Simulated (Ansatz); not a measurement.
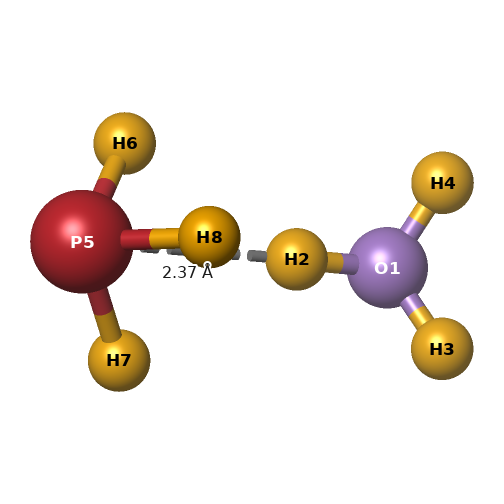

Two molecules or ions; the broken line marks their closest contact (measured against van der Waals radii). State: charge +1, singlet. Geometry: a pair of rigid molecules at a changed separation. Program: Ansatz 0.2.0.

**Which two species are they?**

H3O and PH3 (`P.[OH3+]`).

Give the counterpoise-corrected interaction energy (kJ/mol, monomers kept as in the pair) with RHF-CCSD(T) (frozen core)/def2-TZVPPD; B3LYP-D4/def2-TZVPPD; ωB97M-V/def2-TZVPPD; r2SCAN-D4/def2-TZVPPD.

```
                                level  interaction energy (kJ/mol)
RHF-CCSD(T) (frozen core)/def2-TZVPPD                        −47.4
                 B3LYP-D4/def2-TZVPPD                        −55.0
                  ωB97M-V/def2-TZVPPD                        −53.5
                r2SCAN-D4/def2-TZVPPD                        −57.9
```
